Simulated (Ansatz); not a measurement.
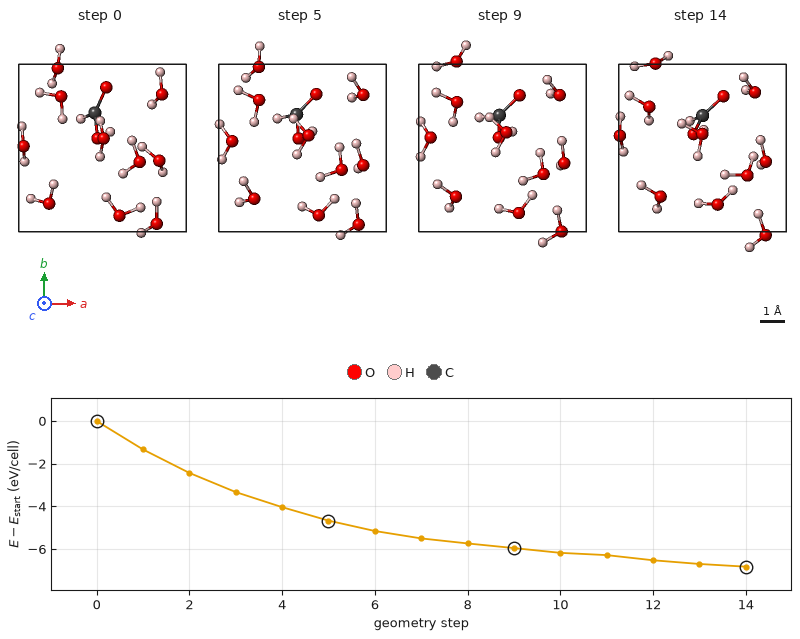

Frames of a relaxation of an amorphous cell of composition H$_{22}$CO$_{12}$, marked on the history of the run. The picture is a ball-and-stick view of the cell of the calculation, seen along the c axis.

The cell holds 10 H2O + 1 HCOOH. The run prepares the start of a later molecular dynamics calculation, from a guessed geometry.

The calculation used DFT r2SCAN-D3(BJ), scalar-relativistic, plane waves, PAW in Ansatz 0.2.0.

Input
```yaml
crystal:
  lattice:
    - [7.133492, 0.0, 0.0]
    - [0.0, 7.133492, 0.0]
    - [0.0, 0.0, 7.133492]
  atoms:
    - { symbol: O, position: [0.2325062, 0.9776452, 0.3152513] }
    - { symbol: H, position: [0.2450285, 1.0934744, 0.2455218] }
    - { symbol: H, position: [0.1983303, 0.8860904, 0.2209902] }
    - { symbol: O, position: [0.721607, 0.4173766, 0.418592] }
    - { symbol: H, position: [0.6758597, 0.5451944, 0.4208765] }
    - { symbol: H, position: [0.6219716, 0.3479081, 0.3579098] }
    - { symbol: O, position: [0.252123, 0.8088909, 0.6862586] }
    - { symbol: H, position: [0.2605947, 0.6735411, 0.6928993] }
    - { symbol: H, position: [0.1241641, 0.8319123, 0.6471184] }
    - { symbol: O, position: [0.6006186, 0.0959728, 0.8109725] }
    - { symbol: H, position: [0.7270015, 0.1454769, 0.8144539] }
    - { symbol: H, position: [0.5219427, 0.2066191, 0.8126821] }
    - { symbol: O, position: [0.8389455, 0.4248677, 0.7661398] }
    - { symbol: H, position: [0.7362374, 0.5086617, 0.7367282] }
    - { symbol: H, position: [0.8596102, 0.3564514, 0.6506946] }
    - { symbol: O, position: [0.5056983, 0.5580742, 1.0218689] }
    - { symbol: H, position: [0.4858874, 0.6623435, 0.9371879] }
    - { symbol: H, position: [0.4845953, 0.4484861, 0.9445349] }
    - { symbol: O, position: [0.1804413, 0.1685348, 0.7417782] }
    - { symbol: H, position: [0.2074064, 0.2842472, 0.807497] }
    - { symbol: H, position: [0.0710171, 0.1979744, 0.666978] }
    - { symbol: O, position: [0.8550657, 0.8213293, 0.7435201] }
    - { symbol: H, position: [0.8435763, 0.9539625, 0.7168397] }
    - { symbol: H, position: [0.7946224, 0.7612097, 0.6378429] }
    - { symbol: O, position: [0.8232373, 0.0480198, 0.1460961] }
    - { symbol: H, position: [0.8234591, 0.1797495, 0.1789999] }
    - { symbol: H, position: [0.7306654, -0.0064308, 0.2291684] }
    - { symbol: O, position: [0.0275455, 0.5114965, 0.3098897] }
    - { symbol: H, position: [0.0171484, 0.6298444, 0.2441547] }
    - { symbol: H, position: [0.034006, 0.4191892, 0.2105265] }
    - { symbol: O, position: [0.4700092, 0.5583192, 0.6041486] }
    - { symbol: C, position: [0.453865, 0.7106744, 0.4929368] }
    - { symbol: O, position: [0.5220383, 0.8629704, 0.5252684] }
    - { symbol: H, position: [0.5459188, 0.5976916, 0.7117101] }
    - { symbol: H, position: [0.3697544, 0.6750279, 0.3693694] }
basis:
  ecutwfc: 500.0
kpoints:
  mp_grid: { grid: [1, 1, 1] }
hamiltonian:
  xc: r2scan
  dispersion: d3bj
scf:
  occupations: { method: fermi_dirac, width: 0.02 }
  lower_state_search: "off"
relax:
  f_tol: 0.3
  max_steps: 15
  adjacent_minimum: "off"
output:
  write_density: true
  write_potential: true
  elf: true
  volumetric_format: npy
```

Run as
```bash
ansatz run input.yaml --threads 1 --pin off --max-ram 3072MiB --backend cpu --events-out ev --progress --plain --runs-dir out
```

Question: Describe the path.

Answer: The relaxation stopped without meeting its thresholds, so the last structure isn't shown to be converged. It used up its limit of 15 steps. The energy falls by 6.819 eV per cell of the calculation in 14 geometry steps. The largest force component goes from 2.7 to 0.59 eV/Å. The largest move is that of H5, 1.39 Å roughly along [1 −1 −1]. By element the largest moves are H 1.39 Å, O 1.20 Å, C 0.56 Å. The lattice vectors keep their values. Some distances before and after: O31–C32 1.350 → 1.316 Å, O4–H5 0.969 → 0.987 Å, O31–H34 0.980 → 0.997 Å, C32–H35 1.096 → 1.108 Å. Bond angles that change, for instance: C32–O31–H34 106.0° → 115.0°, H5–O4–H6 104.0° → 106.7°, O33–C32–H35 125.5° → 123.0°. Cost: 5.1 min on 1 thread of Intel(R) Xeon(R) Platinum 8488C (Sapphire Rapids), with other jobs on the host, peak memory 1.1 GiB. From step 0 to 5: H14 moves most (0.74 Å), energy −4.662 eV per cell of the calculation. From step 5 to 9: H3 moves most (0.72 Å), energy −1.286 eV per cell of the calculation. From step 9 to 14: H30 moves most (0.91 Å), energy −0.871 eV per cell of the calculation.

```json
{"step": "0", "E − E(0), meV/atom": "0.00", "largest force component, eV/Å": "2.7084"}
{"step": "1", "E − E(0), meV/atom": "-38.00", "largest force component, eV/Å": "1.8217"}
{"step": "2", "E − E(0), meV/atom": "-69.39", "largest force component, eV/Å": "2.0336"}
{"step": "3", "E − E(0), meV/atom": "-95.03", "largest force component, eV/Å": "1.4649"}
{"step": "4", "E − E(0), meV/atom": "-115.20", "largest force component, eV/Å": "1.1654"}
{"step": "5", "E − E(0), meV/atom": "-133.21", "largest force component, eV/Å": "1.3994"}
{"step": "6", "E − E(0), meV/atom": "-147.11", "largest force component, eV/Å": "1.2388"}
{"step": "7", "E − E(0), meV/atom": "-157.02", "largest force component, eV/Å": "0.8458"}
{"step": "8", "E − E(0), meV/atom": "-163.75", "largest force component, eV/Å": "0.7948"}
{"step": "9", "E − E(0), meV/atom": "-169.95", "largest force component, eV/Å": "1.2934"}
{"step": "10", "E − E(0), meV/atom": "-176.34", "largest force component, eV/Å": "0.9824"}
{"step": "11", "E − E(0), meV/atom": "-179.36", "largest force component, eV/Å": "2.5283"}
{"step": "12", "E − E(0), meV/atom": "-186.26", "largest force component, eV/Å": "1.5553"}
{"step": "13", "E − E(0), meV/atom": "-191.22", "largest force component, eV/Å": "0.8669"}
{"step": "14", "E − E(0), meV/atom": "-194.83", "largest force component, eV/Å": "0.5894"}
```

Limits of the set-up: the periodic images lie only 7.1 Å apart, so the values are limited by the cell's size.
